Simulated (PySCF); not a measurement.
**C₄H₈OSSi (charge −1, doublet): density, localisation and related maps**

Input

```
{"job": {"kind": "epr", "basis": "pcH-1"}, "charge": -1, "multiplicity": 2}
C      2.143294    -0.187483     0.427084
C      1.047351    -0.138659    -0.332069
C      0.045912    -1.213412    -0.498273
Si    -1.578376    -0.592053     0.343852
C     -1.542122     1.219747     0.175228
S      0.596570     1.338359    -1.194974
O      1.542328     2.432738    -0.767769
H      2.773597     0.680841     0.524174
H      2.432526    -1.075163     0.971368
H      0.417515    -2.154968    -0.086926
H     -0.152076    -1.364624    -1.561459
H     -1.557509    -1.213479     1.697087
H     -2.692313    -1.268597    -0.365439
H     -1.142715     1.807740     0.989590
H     -2.338397     1.737001    -0.343385
```

Launched as:

```sh
OMP_NUM_THREADS=1 python probes_run.py task.json out
```

Geometry: GFN2-xTB.

Theory: UKS B3LYP, pcH-1 on C H O S Si, non-relativistic, mean-field spin-orbit, GIAO (PySCF 2.14.0, density-fitted response routines).

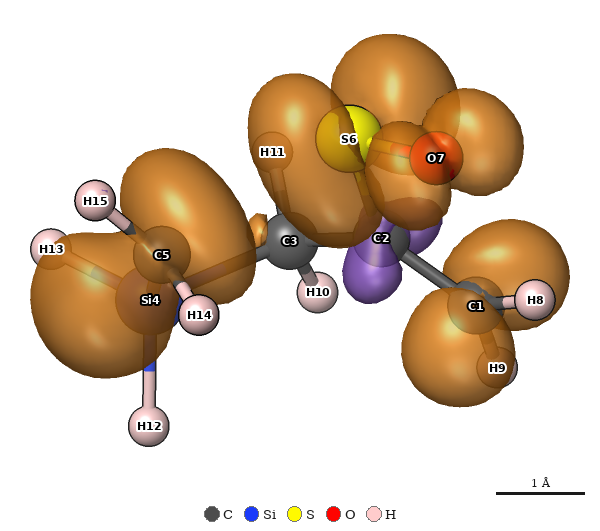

Figure 1. Isosurfaces of the spin density at +0.015 (orange) and −0.015 e/Å³ (purple), seen from one side.

Which atoms carry the spin?

The unpaired spin (1 electron) lies mostly on C5 (about 0.3), S6 (about 0.3), O7 (about 0.1), C1 (about 0.1) and Si4 (about 0.1), in electrons by Hirshfeld's partition.

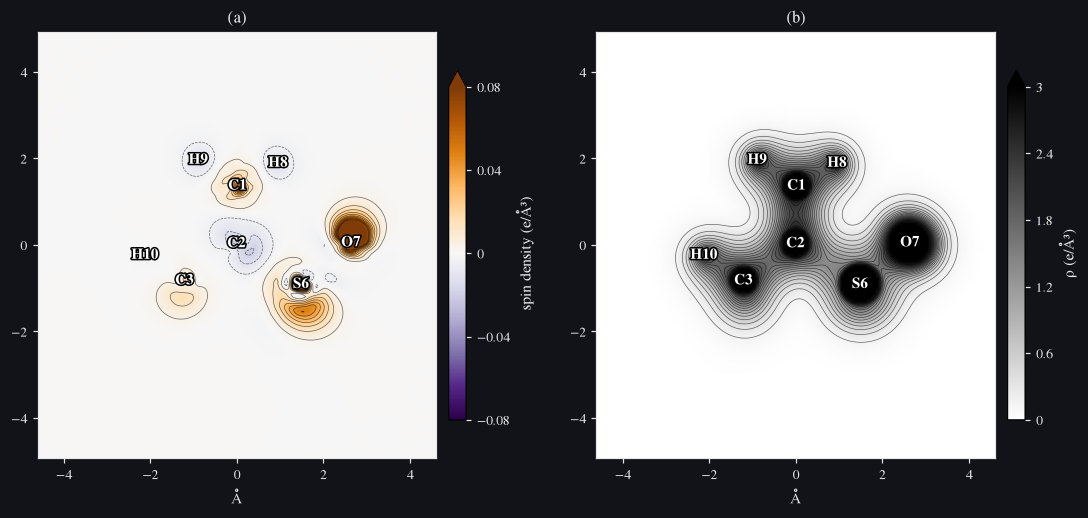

Figure 2. (a) spin density; (b) total electron density on the plane of atoms H8, C1 and H9.

What does the map show?

Atoms in the plane: C, S, O and H. C–C (1.33 Å): ρ is about 2.3 e/Å³ halfway. S–O (1.51 Å): ρ is about 1.9 e/Å³ halfway. C–S (1.77 Å): ρ at the midpoint is about 1.4 e/Å³. C–H (1.08 Å): ρ at the midpoint is about 2 e/Å³. C–C (1.48 Å): ρ is about 1.8 e/Å³ halfway.
